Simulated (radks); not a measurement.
# A spherical jellium cluster from 16 to 21 electrons

Which level does each new electron take in a jellium sphere with rs = 2.07 bohr, and at which counts is the cluster hardest to charge further? Each count tries a few candidate levels and keeps the lowest. The background charge grows with the count, so each cluster is neutral; its cation and anion are computed too.

Program: radks, version 2. Model: non-relativistic spin-polarised Kohn-Sham, LDA (Slater exchange, Perdew-Wang correlation), spherically averaged shells. All values are calculated.

## 1. The model

* well: a jellium sphere with rs = 2.07 bohr
* functional: LDA (Slater exchange, Perdew-Wang correlation)
* levels: named by radial order: 1s, 1p, 1d, 2s, 1f and so on
* units: hartree and bohr; summary energies in eV
* configuration carried in: 1s2 1p6 1d(up 5, down 1) 2s(up 1, down 0) (N = 15, energy -0.093302)

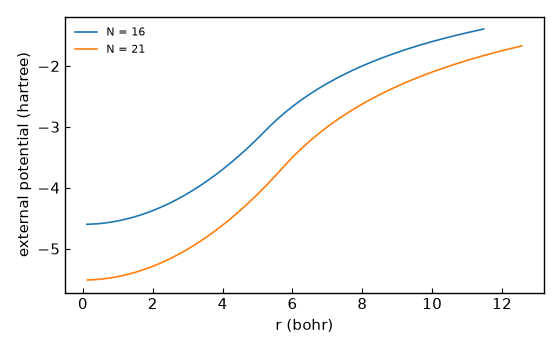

The external potential that the electrons feel, for the smallest and largest background.

Each count now gets its runs.

## 2. Electron number 16

Trying: add 1d down. Settings of this run:

```ini
kind = jellium
xc = PW
rs = 2.07  # bohr
electrons = 16
background = 16  # e
configuration = 1s2 1p6 1d(up 5, down 2) 2s(up 1, down 0)
```

Run with:

```sh
> python run_model.py task.json out
```

task.json names the series; the program runs every candidate in turn, and a move starts from the lowest state found so far. In the records, mag is the spin moment and err the last SCF error.

The program writes no log. Results of the run, from its result record (rounded, main fields):

```text
{
  "status": "converged",
  "energy_total [hartree]": -0.118608698,
  "energy_kinetic [hartree]": 3.211297,
  "energy_external [hartree]": -55.88794,
  "energy_hartree [hartree]": 26.675,
  "energy_xc [hartree]": -3.564407,
  "energy_background [hartree]": 29.44744,
  "orbitals [level, occupation, hartree, mean radius in bohr]": [
    ["1s up", 1, -0.438447, 3.20216],
    ["1p up", 3, -0.312701, 4.03799],
    ["1d up", 5, -0.173307, 4.79115],
    ["2s up", 1, -0.150191, 4.69285],
    ["1s down", 1, -0.412604, 3.22704],
    ["1p down", 3, -0.288604, 4.04394],
    ["1d down", 2, -0.149823, 4.83555]
  ],
  "r2_mean [bohr^2]": 20.8881,
  "mag [bohr magneton]": 4,
  "err": 9.8e-10,
  "spill_out [electrons]": 4.01363
}
```

Trying: add 2s down. Changed: configuration = 1s2 1p6 1d(up 5, down 1) 2s2.

Result:

```text
{
  "status": "converged",
  "energy_total [hartree]": -0.0939839738,
  "energy_kinetic [hartree]": 3.174347,
  "energy_external [hartree]": -55.73141,
  "energy_hartree [hartree]": 26.55226,
  "energy_xc [hartree]": -3.536623,
  "energy_background [hartree]": 29.44744,
  "orbitals [level, occupation, hartree, mean radius in bohr]": [
    ["1s up", 1, -0.439855, 3.312],
    ["1p up", 3, -0.321861, 4.06138],
    ["1d up", 5, -0.183779, 4.76717],
    ["2s up", 1, -0.146599, 4.76058],
    ["1s down", 1, -0.417509, 3.2436],
    ["1p down", 3, -0.294753, 4.05855],
    ["1d down", 1, -0.156914, 4.84346],
    ["2s down", 1, -0.131682, 4.9045]
  ],
  "r2_mean [bohr^2]": 21.2499,
  "mag [bohr magneton]": 4,
  "err": 7.8e-11,
  "spill_out [electrons]": 4.189807
}
```

Trying: add 2p up. Changed: configuration = 1s2 1p6 1d(up 5, down 1) 2s(up 1, down 0) 2p(up 1, down 0).

Result:

```text
{
  "status": "converged",
  "energy_total [hartree]": -0.0116105345,
  "energy_kinetic [hartree]": 3.203889,
  "energy_external [hartree]": -55.35458,
  "energy_hartree [hartree]": 26.20266,
  "energy_xc [hartree]": -3.511018,
  "energy_background [hartree]": 29.44744,
  "orbitals [level, occupation, hartree, mean radius in bohr]": [
    ["1s up", 1, -0.471734, 3.21425],
    ["1p up", 3, -0.346736, 4.01324],
    ["1d up", 5, -0.20544, 4.7312],
    ["2s up", 1, -0.176652, 4.62048],
    ["2p up", 1, -0.0649519, 7.04425],
    ["1s down", 1, -0.435751, 3.23198],
    ["1p down", 3, -0.312009, 4.01942],
    ["1d down", 1, -0.171345, 4.77572]
  ],
  "r2_mean [bohr^2]": 22.53661,
  "mag [bohr magneton]": 6,
  "err": 4.4e-10,
  "spill_out [electrons]": 4.285504
}
```

Trying: move 1d down to 2s down: the same state as a run above.

Trying: move 2s up to 1d down. Changed: configuration = 1s2 1p6 1d(up 5, down 3).

Result:

```text
{
  "status": "converged",
  "energy_total [hartree]": -0.121091457,
  "energy_kinetic [hartree]": 3.2367,
  "energy_external [hartree]": -55.98841,
  "energy_hartree [hartree]": 26.75849,
  "energy_xc [hartree]": -3.575315,
  "energy_background [hartree]": 29.44744,
  "orbitals [level, occupation, hartree, mean radius in bohr]": [
    ["1s up", 1, -0.431697, 3.16],
    ["1p up", 3, -0.302755, 4.01952],
    ["1d up", 5, -0.162277, 4.80178],
    ["1s down", 1, -0.421875, 3.12121],
    ["1p down", 3, -0.289992, 4.01414],
    ["1d down", 3, -0.149408, 4.83702]
  ],
  "r2_mean [bohr^2]": 20.66938,
  "mag [bohr magneton]": 2,
  "err": 2.1e-10,
  "spill_out [electrons]": 3.868271
}
```

Trying: move 2s up to 2s down. Changed: configuration = 1s2 1p6 1d(up 5, down 2) 2s(up 0, down 1).

Result:

```text
{
  "status": "converged",
  "energy_total [hartree]": -0.107377562,
  "energy_kinetic [hartree]": 3.210338,
  "energy_external [hartree]": -55.87523,
  "energy_hartree [hartree]": 26.66287,
  "energy_xc [hartree]": -3.5528,
  "energy_background [hartree]": 29.44744,
  "orbitals [level, occupation, hartree, mean radius in bohr]": [
    ["1s up", 1, -0.429916, 3.2767],
    ["1p up", 3, -0.309437, 4.04742],
    ["1d up", 5, -0.170557, 4.78081],
    ["1s down", 1, -0.424272, 3.14298],
    ["1p down", 3, -0.29415, 4.03135],
    ["1d down", 2, -0.154682, 4.84538],
    ["2s down", 1, -0.140095, 4.78563]
  ],
  "r2_mean [bohr^2]": 20.91997,
  "mag [bohr magneton]": 2,
  "err": 3.4e-10,
  "spill_out [electrons]": 4.014291
}
```

Trying: move 1d up to 1d down. Changed: configuration = 1s2 1p6 1d(up 4, down 4).

Result:

```text
{
  "status": "converged",
  "energy_total [hartree]": -0.114666561,
  "energy_kinetic [hartree]": 3.234844,
  "energy_external [hartree]": -55.98187,
  "energy_hartree [hartree]": 26.75271,
  "energy_xc [hartree]": -3.567792,
  "energy_background [hartree]": 29.44744,
  "orbitals [level, occupation, hartree, mean radius in bohr]": [
    ["1s up", 1, -0.42735, 3.1409],
    ["1p up", 3, -0.296966, 4.01636],
    ["1d up", 4, -0.15639, 4.81726],
    ["1s down", 1, -0.42735, 3.1409],
    ["1p down", 3, -0.296966, 4.01636],
    ["1d down", 4, -0.15639, 4.81726]
  ],
  "r2_mean [bohr^2]": 20.68161,
  "mag [bohr magneton]": 0,
  "err": 4.7e-11,
  "spill_out [electrons]": 3.872639
}
```

Trying: move 1d up to 2s up. Changed: configuration = 1s2 1p6 1d(up 4, down 3) 2s(up 1, down 0).

Result:

```text
{
  "status": "converged",
  "energy_total [hartree]": -0.101766961,
  "energy_kinetic [hartree]": 3.207312,
  "energy_external [hartree]": -55.87102,
  "energy_hartree [hartree]": 26.65986,
  "energy_xc [hartree]": -3.545366,
  "energy_background [hartree]": 29.44744,
  "orbitals [level, occupation, hartree, mean radius in bohr]": [
    ["1s up", 1, -0.434837, 3.18282],
    ["1p up", 3, -0.307671, 4.03446],
    ["1d up", 4, -0.168139, 4.80459],
    ["2s up", 1, -0.147672, 4.71605],
    ["1s down", 1, -0.419506, 3.24476],
    ["1p down", 3, -0.296771, 4.04451],
    ["1d down", 3, -0.157892, 4.81316]
  ],
  "r2_mean [bohr^2]": 20.92148,
  "mag [bohr magneton]": 2,
  "err": 8.9e-10,
  "spill_out [electrons]": 4.022737
}
```

The cation, at the same background. Changed: electrons = 15, configuration = 1s2 1p6 1d(up 5, down 2).

Result:

```text
{
  "status": "converged",
  "energy_total [hartree]": 0.102745,
  "energy_kinetic [hartree]": 3.148905,
  "energy_external [hartree]": -53.35356,
  "energy_hartree [hartree]": 24.25834,
  "energy_xc [hartree]": -3.398386,
  "energy_background [hartree]": 29.44744,
  "orbitals [level, occupation, hartree, mean radius in bohr]": [
    ["1s up", 1, -0.596214, 3.14964],
    ["1p up", 3, -0.466181, 3.95859],
    ["1d up", 5, -0.320869, 4.64907],
    ["1s down", 1, -0.580315, 3.08957],
    ["1p down", 3, -0.445574, 3.94779],
    ["1d down", 2, -0.299779, 4.68635]
  ],
  "r2_mean [bohr^2]": 19.28416,
  "mag [bohr magneton]": 3,
  "err": 4.5e-11,
  "spill_out [electrons]": 3.118981
}
```

The anion, at the same background. Changed: electrons = 17, configuration = 1s2 1p6 1d(up 5, down 4).

Result:

```text
{
  "status": "converged",
  "energy_total [hartree]": -0.199778402,
  "energy_kinetic [hartree]": 3.290744,
  "energy_external [hartree]": -58.40453,
  "energy_hartree [hartree]": 29.20092,
  "energy_xc [hartree]": -3.734349,
  "energy_background [hartree]": 29.44744,
  "orbitals [level, occupation, hartree, mean radius in bohr]": [
    ["1s up", 1, -0.280742, 3.16189],
    ["1p up", 3, -0.152237, 4.0731],
    ["1d up", 5, -0.0162154, 5.00151],
    ["1s down", 1, -0.276167, 3.14306],
    ["1p down", 3, -0.14627, 4.07138],
    ["1d down", 4, -0.0103326, 5.03127]
  ],
  "r2_mean [bohr^2]": 22.45215,
  "mag [bohr magneton]": 1,
  "err": 3.5e-10,
  "spill_out [electrons]": 4.723027
}
```

| candidate | configuration | above the lowest (eV) |
| --- | --- | --- |
| add 1d down | 1s2 1p6 1d(up 5, down 2) 2s(up 1, down 0) | 0.0676 |
| add 2s down | 1s2 1p6 1d(up 5, down 1) 2s2 | 0.738 |
| add 2p up | 1s2 1p6 1d(up 5, down 1) 2s(up 1, down 0) 2p(up 1, down 0) | 2.98 |
| move 1d down to 2s down | 1s2 1p6 1d(up 5, down 1) 2s2 | 0.738 |
| move 2s up to 1d down | 1s2 1p6 1d(up 5, down 3) | lowest |
| move 2s up to 2s down | 1s2 1p6 1d(up 5, down 2) 2s(up 0, down 1) | 0.373 |
| move 1d up to 1d down | 1s2 1p6 1d(up 4, down 4) | 0.175 |
| move 1d up to 2s up | 1s2 1p6 1d(up 4, down 3) 2s(up 1, down 0) | 0.526 |

Lowest: 1s2 1p6 1d(up 5, down 3).

## 3. Electron number 17

Trying: add 1d down. Settings of this run:

```ini
kind = jellium
xc = PW
rs = 2.07  # bohr
electrons = 17
background = 17  # e
configuration = 1s2 1p6 1d(up 5, down 4)
```

The program writes no log. Results of the run, from its result record (rounded, main fields):

```text
{
  "status": "converged",
  "energy_total [hartree]": -0.167308596,
  "energy_kinetic [hartree]": 3.42988,
  "energy_external [hartree]": -62.11472,
  "energy_hartree [hartree]": 29.75705,
  "energy_xc [hartree]": -3.817866,
  "energy_background [hartree]": 32.57835,
  "orbitals [level, occupation, hartree, mean radius in bohr]": [
    ["1s up", 1, -0.43131, 3.18476],
    ["1p up", 3, -0.304453, 4.06162],
    ["1d up", 5, -0.166796, 4.83773],
    ["1s down", 1, -0.426569, 3.16585],
    ["1p down", 3, -0.298329, 4.05942],
    ["1d down", 4, -0.160641, 4.85415]
  ],
  "r2_mean [bohr^2]": 21.2356,
  "mag [bohr magneton]": 1,
  "err": 8.8e-11,
  "spill_out [electrons]": 3.984748
}
```

Trying: add 2s up. Changed: configuration = 1s2 1p6 1d(up 5, down 3) 2s(up 1, down 0).

Result:

```text
{
  "status": "converged",
  "energy_total [hartree]": -0.158844632,
  "energy_kinetic [hartree]": 3.407193,
  "energy_external [hartree]": -62.01544,
  "energy_hartree [hartree]": 29.67236,
  "energy_xc [hartree]": -3.801312,
  "energy_background [hartree]": 32.57835,
  "orbitals [level, occupation, hartree, mean radius in bohr]": [
    ["1s up", 1, -0.437622, 3.22902],
    ["1p up", 3, -0.314027, 4.0808],
    ["1d up", 5, -0.177472, 4.82784],
    ["2s up", 1, -0.155368, 4.6679],
    ["1s down", 1, -0.417349, 3.27862],
    ["1p down", 3, -0.297165, 4.09147],
    ["1d down", 3, -0.161375, 4.85349]
  ],
  "r2_mean [bohr^2]": 21.43081,
  "mag [bohr magneton]": 3,
  "err": 1.6e-09,
  "spill_out [electrons]": 4.126277
}
```

Trying: add 2s down. Changed: configuration = 1s2 1p6 1d(up 5, down 3) 2s(up 0, down 1).

Result:

```text
{
  "status": "converged",
  "energy_total [hartree]": -0.151729829,
  "energy_kinetic [hartree]": 3.406671,
  "energy_external [hartree]": -62.00766,
  "energy_hartree [hartree]": 29.66496,
  "energy_xc [hartree]": -3.794055,
  "energy_background [hartree]": 32.57835,
  "orbitals [level, occupation, hartree, mean radius in bohr]": [
    ["1s up", 1, -0.428413, 3.31042],
    ["1p up", 3, -0.310395, 4.0927],
    ["1d up", 5, -0.174497, 4.81946],
    ["1s down", 1, -0.428459, 3.19071],
    ["1p down", 3, -0.302135, 4.07725],
    ["1d down", 3, -0.165561, 4.86122],
    ["2s down", 1, -0.148909, 4.72453]
  ],
  "r2_mean [bohr^2]": 21.44804,
  "mag [bohr magneton]": 1,
  "err": 3.5e-10,
  "spill_out [electrons]": 4.126863
}
```

Trying: move 1d down to 2s up: the same state as a run above.

Trying: move 1d down to 2s down: the same state as a run above.

Trying: move 1d up to 2s up. Changed: configuration = 1s2 1p6 1d(up 4, down 4) 2s(up 1, down 0).

Result:

```text
{
  "status": "converged",
  "energy_total [hartree]": -0.149036752,
  "energy_kinetic [hartree]": 3.405291,
  "energy_external [hartree]": -62.00578,
  "energy_hartree [hartree]": 29.66359,
  "energy_xc [hartree]": -3.790492,
  "energy_background [hartree]": 32.57835,
  "orbitals [level, occupation, hartree, mean radius in bohr]": [
    ["1s up", 1, -0.433531, 3.2101],
    ["1p up", 3, -0.308592, 4.07844],
    ["1d up", 4, -0.171979, 4.84249],
    ["2s up", 1, -0.152513, 4.6929],
    ["1s down", 1, -0.423374, 3.295],
    ["1p down", 3, -0.304309, 4.09174],
    ["1d down", 4, -0.168433, 4.83469]
  ],
  "r2_mean [bohr^2]": 21.44876,
  "mag [bohr magneton]": 1,
  "err": 4.1e-10,
  "spill_out [electrons]": 4.13061
}
```

The cation, at the same background. Changed: electrons = 16, configuration = 1s2 1p6 1d(up 5, down 3).

Result:

```text
{
  "status": "converged",
  "energy_total [hartree]": 0.0675839613,
  "energy_kinetic [hartree]": 3.346303,
  "energy_external [hartree]": -59.34748,
  "energy_hartree [hartree]": 27.1244,
  "energy_xc [hartree]": -3.63399,
  "energy_background [hartree]": 32.57835,
  "orbitals [level, occupation, hartree, mean radius in bohr]": [
    ["1s up", 1, -0.593881, 3.1755],
    ["1p up", 3, -0.466042, 4.00296],
    ["1d up", 5, -0.323897, 4.69334],
    ["1s down", 1, -0.58372, 3.13675],
    ["1p down", 3, -0.452957, 3.99697],
    ["1d down", 3, -0.310569, 4.71719]
  ],
  "r2_mean [bohr^2]": 19.9243,
  "mag [bohr magneton]": 2,
  "err": 4.2e-11,
  "spill_out [electrons]": 3.246245
}
```

The anion, at the same background. Changed: electrons = 18, configuration = 1s2 1p6 1d10.

Result:

```text
{
  "status": "converged",
  "energy_total [hartree]": -0.257117189,
  "energy_kinetic [hartree]": 3.48236,
  "energy_external [hartree]": -64.67211,
  "energy_hartree [hartree]": 32.33885,
  "energy_xc [hartree]": -3.984563,
  "energy_background [hartree]": 32.57835,
  "orbitals [level, occupation, hartree, mean radius in bohr]": [
    ["1s up", 1, -0.281047, 3.18628],
    ["1p up", 3, -0.154592, 4.11397],
    ["1d up", 5, -0.0211083, 5.02392],
    ["1s down", 1, -0.281047, 3.18628],
    ["1p down", 3, -0.154592, 4.11397],
    ["1d down", 5, -0.0211083, 5.02392]
  ],
  "r2_mean [bohr^2]": 22.88497,
  "mag [bohr magneton]": 0,
  "err": 1.3e-10,
  "spill_out [electrons]": 4.825027
}
```

| candidate | configuration | above the lowest (eV) |
| --- | --- | --- |
| add 1d down | 1s2 1p6 1d(up 5, down 4) | lowest |
| add 2s up | 1s2 1p6 1d(up 5, down 3) 2s(up 1, down 0) | 0.230 |
| add 2s down | 1s2 1p6 1d(up 5, down 3) 2s(up 0, down 1) | 0.424 |
| move 1d down to 2s up | 1s2 1p6 1d(up 5, down 3) 2s(up 1, down 0) | 0.230 |
| move 1d down to 2s down | 1s2 1p6 1d(up 5, down 3) 2s(up 0, down 1) | 0.424 |
| move 1d up to 2s up | 1s2 1p6 1d(up 4, down 4) 2s(up 1, down 0) | 0.497 |

Kept: 1s2 1p6 1d(up 5, down 4).

## 4. Electron number 18

Trying: add 1d down. Settings of this run:

```ini
kind = jellium
xc = PW
rs = 2.07  # bohr
electrons = 18
background = 18  # e
configuration = 1s2 1p6 1d10
```

The program writes no log. Results of the run, from its result record (rounded, main fields):

```text
{
  "status": "converged",
  "energy_total [hartree]": -0.225942746,
  "energy_kinetic [hartree]": 3.616491,
  "energy_external [hartree]": -68.50263,
  "energy_hartree [hartree]": 32.89118,
  "energy_xc [hartree]": -4.06552,
  "energy_background [hartree]": 35.83453,
  "orbitals [level, occupation, hartree, mean radius in bohr]": [
    ["1s up", 1, -0.430277, 3.20838],
    ["1p up", 3, -0.305383, 4.10456],
    ["1d up", 5, -0.170538, 4.87744],
    ["1s down", 1, -0.430277, 3.20838],
    ["1p down", 3, -0.305383, 4.10456],
    ["1d down", 5, -0.170538, 4.87744]
  ],
  "r2_mean [bohr^2]": 21.78771,
  "mag [bohr magneton]": 0,
  "err": 6.2e-11,
  "spill_out [electrons]": 4.09262,
  "alpha [bohr^3]": 283.3823
}
```

Trying: add 2s up. Changed: configuration = 1s2 1p6 1d(up 5, down 4) 2s(up 1, down 0).

Result:

```text
{
  "status": "converged",
  "energy_total [hartree]": -0.21239988,
  "energy_kinetic [hartree]": 3.596383,
  "energy_external [hartree]": -68.405,
  "energy_hartree [hartree]": 32.80566,
  "energy_xc [hartree]": -4.043976,
  "energy_background [hartree]": 35.83453,
  "orbitals [level, occupation, hartree, mean radius in bohr]": [
    ["1s up", 1, -0.436163, 3.25478],
    ["1p up", 3, -0.314598, 4.12446],
    ["1d up", 5, -0.180866, 4.86814],
    ["2s up", 1, -0.160067, 4.6526],
    ["1s down", 1, -0.421091, 3.32738],
    ["1p down", 3, -0.304364, 4.13835],
    ["1d down", 4, -0.171473, 4.87739]
  ],
  "r2_mean [bohr^2]": 21.96251,
  "mag [bohr magneton]": 2,
  "err": 2.4e-10,
  "spill_out [electrons]": 4.229631
}
```

Trying: add 2s down. Changed: configuration = 1s2 1p6 1d(up 5, down 4) 2s(up 0, down 1).

Result:

```text
{
  "status": "converged",
  "energy_total [hartree]": -0.209001469,
  "energy_kinetic [hartree]": 3.596173,
  "energy_external [hartree]": -68.4014,
  "energy_hartree [hartree]": 32.80225,
  "energy_xc [hartree]": -4.040551,
  "energy_background [hartree]": 35.83453,
  "orbitals [level, occupation, hartree, mean radius in bohr]": [
    ["1s up", 1, -0.4264, 3.3428],
    ["1p up", 3, -0.310685, 4.13857],
    ["1d up", 5, -0.177727, 4.8614],
    ["1s down", 1, -0.431727, 3.23603],
    ["1p down", 3, -0.308873, 4.12299],
    ["1d down", 4, -0.175141, 4.88372],
    ["2s down", 1, -0.156958, 4.67889]
  ],
  "r2_mean [bohr^2]": 21.96964,
  "mag [bohr magneton]": 0,
  "err": 4.3e-10,
  "spill_out [electrons]": 4.229965
}
```

Trying: move 1d up to 2s up. Changed: configuration = 1s2 1p6 1d(up 4, down 5) 2s(up 1, down 0).

Result:

```text
{
  "status": "converged",
  "energy_total [hartree]": -0.209001469,
  "energy_kinetic [hartree]": 3.596173,
  "energy_external [hartree]": -68.4014,
  "energy_hartree [hartree]": 32.80225,
  "energy_xc [hartree]": -4.040551,
  "energy_background [hartree]": 35.83453,
  "orbitals [level, occupation, hartree, mean radius in bohr]": [
    ["1s up", 1, -0.431727, 3.23603],
    ["1p up", 3, -0.308873, 4.12299],
    ["1d up", 4, -0.175141, 4.88372],
    ["2s up", 1, -0.156958, 4.67889],
    ["1s down", 1, -0.4264, 3.3428],
    ["1p down", 3, -0.310685, 4.13857],
    ["1d down", 5, -0.177727, 4.8614]
  ],
  "r2_mean [bohr^2]": 21.96964,
  "mag [bohr magneton]": 0,
  "err": 4.3e-10,
  "spill_out [electrons]": 4.229965
}
```

Trying: move 1d down to 2s up: the same state as a run above.

Trying: move 1d down to 2s down: the same state as a run above.

The cation, at the same background. Changed: electrons = 17, configuration = 1s2 1p6 1d(up 4, down 5).

Result:

```text
{
  "status": "converged",
  "energy_total [hartree]": 0.018540999,
  "energy_kinetic [hartree]": 3.536994,
  "energy_external [hartree]": -65.6064,
  "energy_hartree [hartree]": 30.12915,
  "energy_xc [hartree]": -3.87574,
  "energy_background [hartree]": 35.83453,
  "orbitals [level, occupation, hartree, mean radius in bohr]": [
    ["1s up", 1, -0.586042, 3.1814],
    ["1p up", 3, -0.458899, 4.04532],
    ["1d up", 4, -0.319772, 4.75129],
    ["1s down", 1, -0.590918, 3.20033],
    ["1p down", 3, -0.46515, 4.04788],
    ["1d down", 5, -0.326119, 4.73983]
  ],
  "r2_mean [bohr^2]": 20.53947,
  "mag [bohr magneton]": -1,
  "err": 1.1e-10,
  "spill_out [electrons]": 3.363634
}
```

The anion, at the same background. Changed: electrons = 19, configuration = 1s2 1p6 1d10 2s(up 1, down 0).

Result:

```text
{
  "status": "converged",
  "energy_total [hartree]": -0.313603857,
  "energy_kinetic [hartree]": 3.643889,
  "energy_external [hartree]": -71.08269,
  "energy_hartree [hartree]": 35.50266,
  "energy_xc [hartree]": -4.211996,
  "energy_background [hartree]": 35.83453,
  "orbitals [level, occupation, hartree, mean radius in bohr]": [
    ["1s up", 1, -0.287666, 3.25187],
    ["1p up", 3, -0.166143, 4.17234],
    ["1d up", 5, -0.0360005, 5.02891],
    ["2s up", 1, -0.0228301, 5.03455],
    ["1s down", 1, -0.278278, 3.3372],
    ["1p down", 3, -0.162359, 4.18569],
    ["1d down", 5, -0.0328874, 5.02055]
  ],
  "r2_mean [bohr^2]": 23.54738,
  "mag [bohr magneton]": 1,
  "err": 5.2e-10,
  "spill_out [electrons]": 5.053767
}
```

| candidate | configuration | above the lowest (eV) |
| --- | --- | --- |
| add 1d down | 1s2 1p6 1d10 | lowest |
| add 2s up | 1s2 1p6 1d(up 5, down 4) 2s(up 1, down 0) | 0.369 |
| add 2s down | 1s2 1p6 1d(up 5, down 4) 2s(up 0, down 1) | 0.461 |
| move 1d up to 2s up | 1s2 1p6 1d(up 4, down 5) 2s(up 1, down 0) | 0.461 |
| move 1d down to 2s up | 1s2 1p6 1d(up 5, down 4) 2s(up 1, down 0) | 0.369 |
| move 1d down to 2s down | 1s2 1p6 1d(up 5, down 4) 2s(up 0, down 1) | 0.461 |

Kept: 1s2 1p6 1d10.

From the same record, its empty bound levels (hartree) and its density (bohr, e/bohr³):

```text
empty: [["2s up", -0.15419], ["1f up", -0.035741], ["2p up", -0.04169], ["2s down", -0.15419], ["1f down", -0.035741], ["2p down", -0.04169]]
r: [0.1867, 0.6559, 1.125, 1.594, 2.063, 2.533, 3.002, 3.471, 3.94, 4.409, 4.878, 5.348, 5.817, 6.286, 6.755, 7.224, 7.693, 8.163, 8.632, 9.101]
n: [0.01463, 0.01557, 0.01753, 0.02039, 0.02373, 0.02681, 0.02869, 0.02855, 0.02601, 0.02142, 0.01582, 0.01049, 0.006387, 0.00368, 0.002049, 0.001115, 0.0005986, 0.0003177, 0.0001678, 8.826e-05]
```

[end of part 1 of 2]
